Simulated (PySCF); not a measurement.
**C₄H₁₃AsSi (SMILES CCC[AsH][SiH2]C): density, localisation and related maps**

The calculation's input:

```
{"job": {"kind": "uv", "xc": "PBE0", "basis": "def2-SVPD", "nstates": 8, "ntriplets": 3}, "charge": 0, "multiplicity": 1}
C     -1.447684     1.239728    -0.370689
C     -2.221875    -0.070471    -0.392891
C     -1.303510    -1.278920    -0.539764
As     0.035205    -1.412608     0.937345
Si     1.894923    -0.497396    -0.149671
C      2.436514     1.101734     0.731440
H     -2.126098     2.089439    -0.325661
H     -0.797583     1.271449     0.506706
H     -0.831130     1.335444    -1.262702
H     -2.792280    -0.163210     0.537156
H     -2.939697    -0.055116    -1.219203
H     -0.799149    -1.250892    -1.509948
H     -1.910551    -2.189994    -0.514097
H      0.457165    -2.804629     0.539314
H      1.643843    -0.180292    -1.570871
H      3.046902    -1.417378    -0.140958
H      1.687383     1.883825     0.640505
H      2.594642     0.921034     1.792381
H      3.363178     1.487504     0.319312
```

Launched as:

```sh
OMP_NUM_THREADS=1 python probes_run.py task.json out
```

Geometry: GFN2-xTB.

Level of theory: PBE0/def2-SVPD, SCF density, gas phase (PySCF).

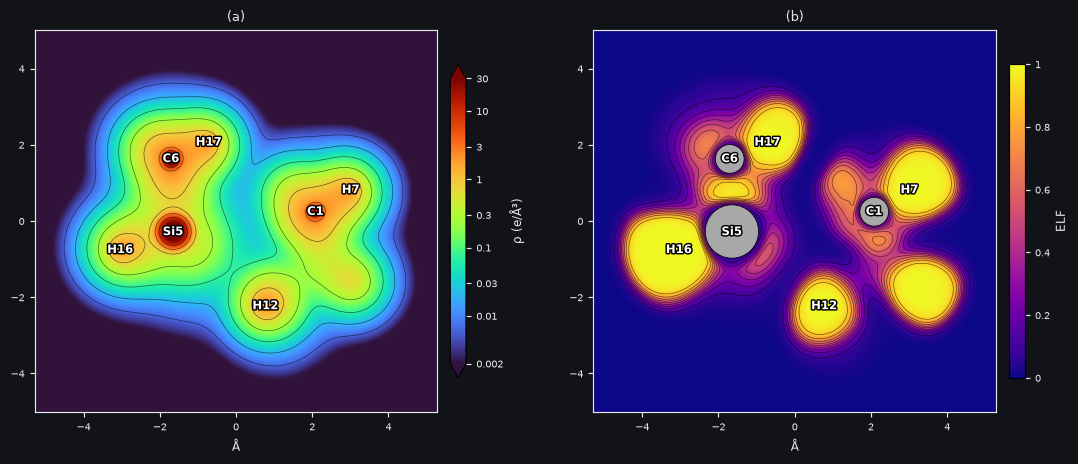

Figure 1. (a) electron density; (b) electron localisation function on the plane of atoms C6, Si5 and H16. Grey discs cover the atomic cores in the ELF map.

**Interpret the plot.**

Atoms in the plane: C, Si and H. C–Si (1.90 Å): the density is about 0.91 e/Å³ at the midpoint; the ELF peaks at about 0.95 between the atoms (a shared electron pair). C–H (1.09 Å): ρ at the midpoint is about 1.9 e/Å³; the ELF climbs to about 1 towards the hydrogen, as it does in any bond to H (an ordinary covalent bond to hydrogen). Si–H (1.47 Å): ρ at the midpoint is about 0.78 e/Å³; the ELF climbs to about 1 towards the hydrogen.

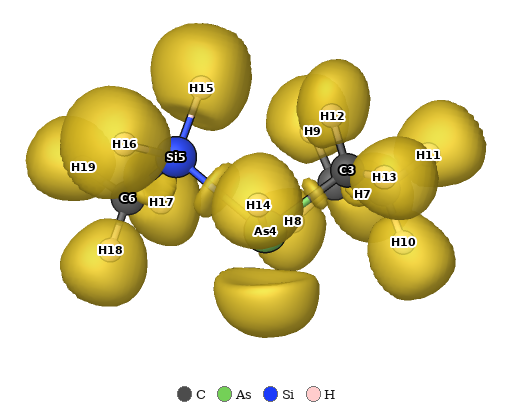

Figure 2. Isosurface of the ELF at 0.85 (yellow), seen from one side. Only the valence region is drawn (cores and ρ < 0.01 e/Å³ removed).

**Identify the bonds, lone pairs and shells in this picture.**

At this value the surface marks out one region between bonded As–C atoms (shared pairs), one region between bonded As–Si atoms (shared pairs), two regions between bonded C–C atoms (shared pairs), one region between bonded C–Si atoms (shared pairs), 13 regions around hydrogen nuclei and one lobe on As, pointing away from the bonds (lone pairs). Profiles from the grid: C–C (1.52 Å): the ELF peaks at about 0.95 between the atoms; localised, covalent bonding.

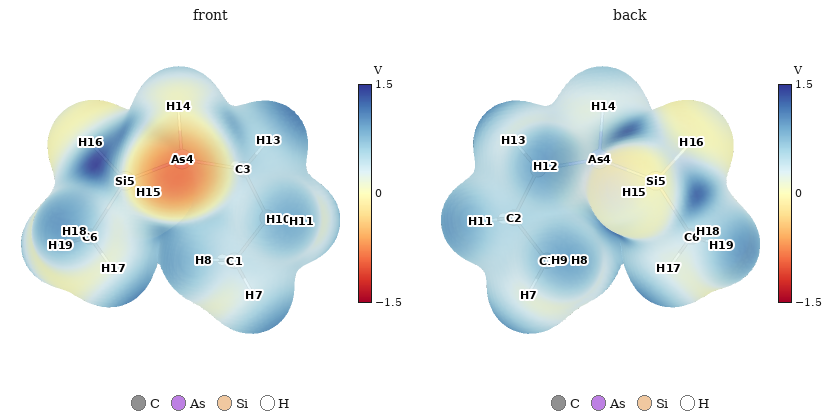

Figure 3. The electrostatic potential painted on the density surface at 0.004 e/bohr³, seen from the front and from behind; the colour scale runs from red (negative) to blue (positive).

**Which sites attract a positive test charge, and which a negative one?**

A positive charge is drawn to the negative regions and a negative charge to the positive ones. The most negative region (about −0.8 V) lies over As4, the most positive (about +1.3 V) over Si5.
